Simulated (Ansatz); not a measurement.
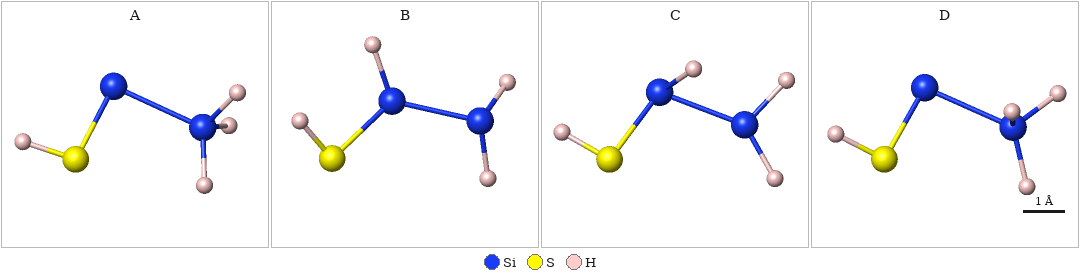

4 geometries from a converged minimum-energy path of Si₂H₄S, shuffled. Style: ball-and-stick. Shown at a tilt.

Level of theory: Ansatz, RKS PBE-D4/def2-SVP. Settings: 5 movable images; climbing image; force threshold 0.05 eV/Å; iteration limit 60; starting path through a guess of the saddle point.

Which frame is the top of the path?

C. In order along the path, whose images run from 0 to 6: B (image 0, 0.00 eV), C (image 2, +0.58 eV), D (image 4, −0.22 eV), A (image 6, −0.36 eV). A hydrogen atom shifts from one atom to another. Breaking: H–Si (1.51 → 3.23 Å). Forming: H–Si (3.26 → 1.51 Å).
